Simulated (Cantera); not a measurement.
Charge: 1 mol Si, 0.78 mol Cl2, a varied amount of H2, at 1098.15 K and 0.100 bar.

These are equilibrium values from Cantera (NASA tables, ideal gas, pure condensed phases), not measurements of a reactor. Candidate condensed phases: Si; 19 gas species. The tables' values for SiCl3 are old estimates; treat these amounts as uncertain. The numbers say what is thermodynamically allowed, not how fast it happens.

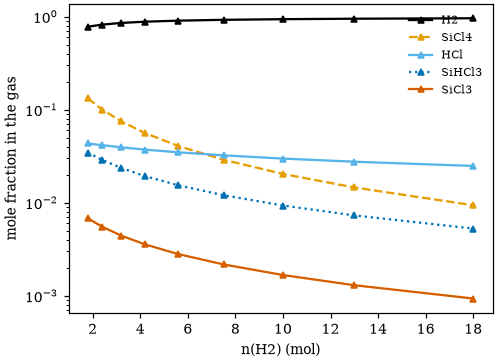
Figure: Equilibrium gas composition (values under 1e-9 drawn at 1e-9)

From 1.8 mol H2 to 18 mol H2 the condensed part is Si(s). The main Si-bearing gas is SiCl4 throughout. The share of Si in condensed phases is highest at 18 mol H2 (68.1 %) and lowest at 1.8 mol H2 (60.4 %).
